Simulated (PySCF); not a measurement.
Consider GeN (doublet).

```json
{"atom": "Ge", "x (Å)": "0.0000", "y (Å)": "0.0000", "z (Å)": "-0.2773"}
{"atom": "N", "x (Å)": "0.0000", "y (Å)": "0.0000", "z (Å)": "1.4637"}
```

Method: PBE0/def2-TZVPP, non-relativistic Hamiltonian with scalar-relativistic core potentials where named, at a bond length of 1.741 Å (PySCF).

**What will maps of the electron density, electron localisation function and spin density show?**

Ge–N (1.74 Å): the density is about 1.2 e/Å³ at the midpoint; the ELF peaks at about 0.90 in the valence shell of N, 0.6 Å from its nucleus, and is about 0.40 at the midpoint.
The unpaired spin (1 electron) lies mostly on N2 (about 0.9) and Ge1 (about 0.1), in electrons by Hirshfeld's partition.

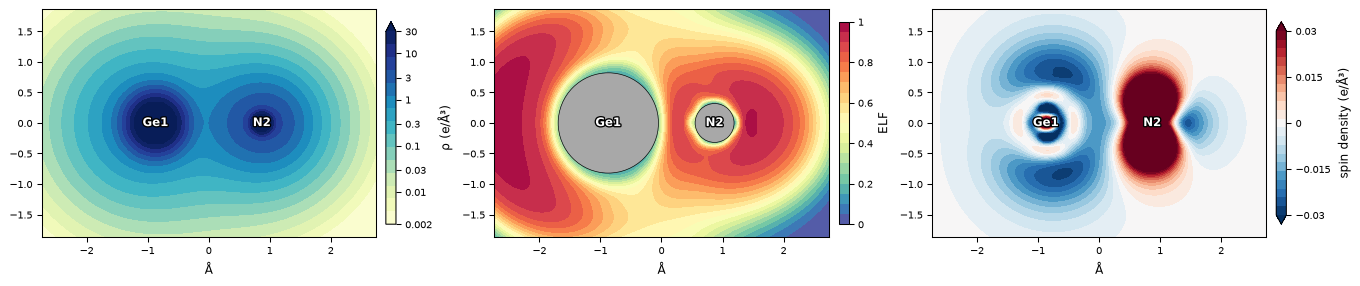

Computed electron density, electron localisation function and spin density on a plane that holds the molecular axis, in this order. Grey discs cover the atomic cores in the ELF map. 
